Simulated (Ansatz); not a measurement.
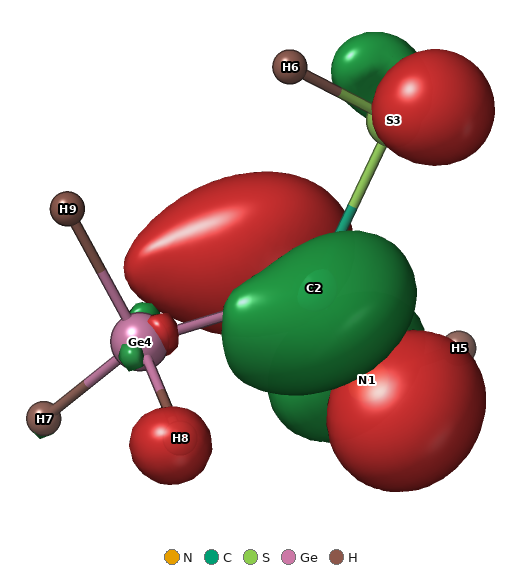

Figure 1: CH$_{5}$GeNS. One frontier orbital at ±0.15 Å⁻³ᐟ² (green and red are the two phases), seen at a tilt.

Level of theory: RKS r2SCANh/def2-SVP (Ansatz).

```xyz
9

N     0.2058    0.5235   -1.7597
C     0.3321    0.4457   -0.5006
S     1.4841    1.4371    0.4480
Ge   -0.7666   -0.9154    0.4076
H     0.8211    1.2251   -2.1877
H     1.1076    1.0168    1.6719
H    -2.1666   -0.8892   -0.2012
H    -0.1065   -2.2795    0.1924
H    -0.8225   -0.6101    1.9123
```

### Which orbital is it: HOMO or LUMO?

The LUMO, at −1.06 eV. It lies mainly on C2 (about 35 %), N1 (about 30 %), Ge4 (about 15 %) and S3 (about 15 %); π-antibonding (π*) across C2–N1.
